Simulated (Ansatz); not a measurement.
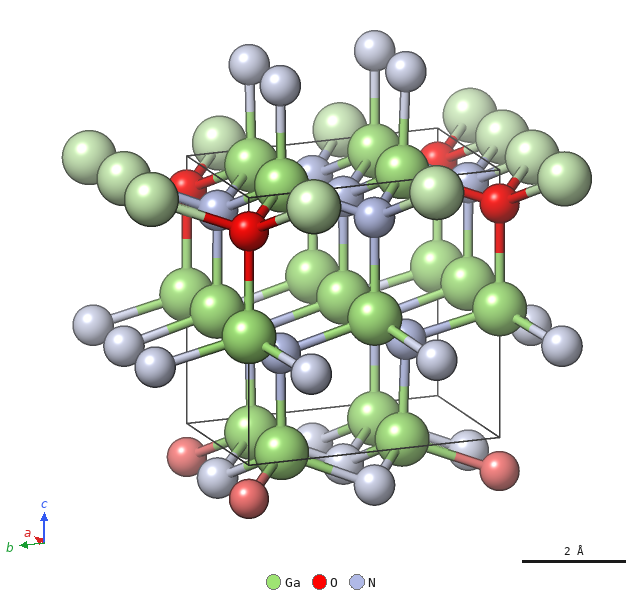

An orthographic ball-and-stick view of the structure, from a general direction. The frame is the conventional unit cell; atoms at its boundary are shown with their periodic copies. Outside the box, the atoms bonded to those within are drawn, in fainter colours. Cell: a = 6.437 Å, b = 6.437 Å, c = 5.243 Å, α = 90.00°, β = 90.00°, γ = 120.00°.

- This is Ga8N7O.
- It is primitive hexagonal, space group P3m1 (No. 156).
- One cell contains 8 Ga, 7 N, 1 O, 16 atoms in all.
- Around each O lie four Ga in a tetrahedral arrangement at about 2.0 Å. The N atoms are each bonded to four Ga in a tetrahedral arrangement at about 1.9 Å.
- From the bonds in the picture, the coordination numbers come out as Ga 4.
- The bonds build a three-dimensional framework.

Provenance: a structure listed in the Materials Project, repeated into a supercell with a point defect put in. The atoms were relaxed in a fixed cell with DFT PBE, scalar-relativistic, plane waves, PAW (Ansatz 0.2.0).
